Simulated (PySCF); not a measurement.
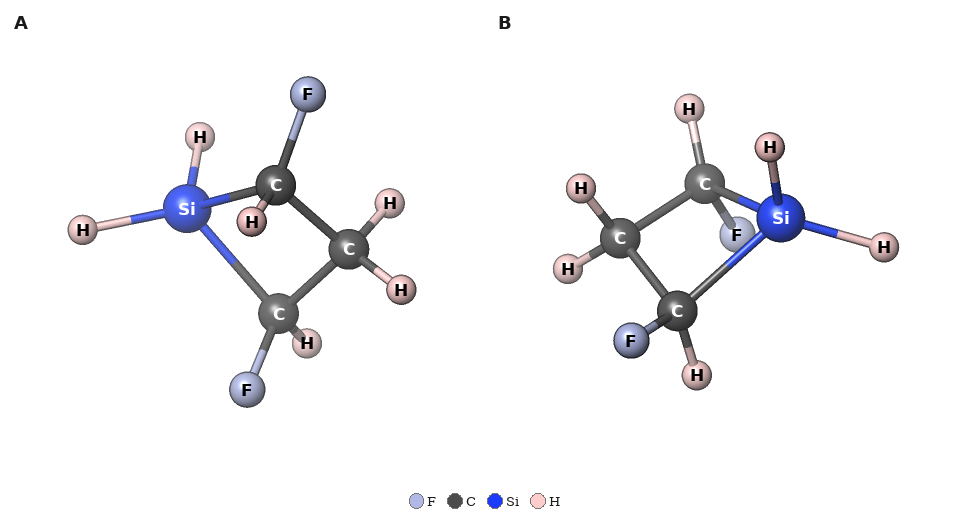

Depth is shown by fading: the farther an atom, the more it takes the colour of the background. The computed structure is the end point of a PBE0-D3(BJ)/def2-SVP optimisation. No frequency run is at hand to confirm it as a minimum.

Can A be turned into B by a rotation alone?

No. They are enantiomers, mirror images that no rotation superimposes: A is F[C@@H]1C[C@@H](F)[SiH2]1 (S, S), B is F[C@H]1C[C@H](F)[SiH2]1 (R, R). Their energies are equal.
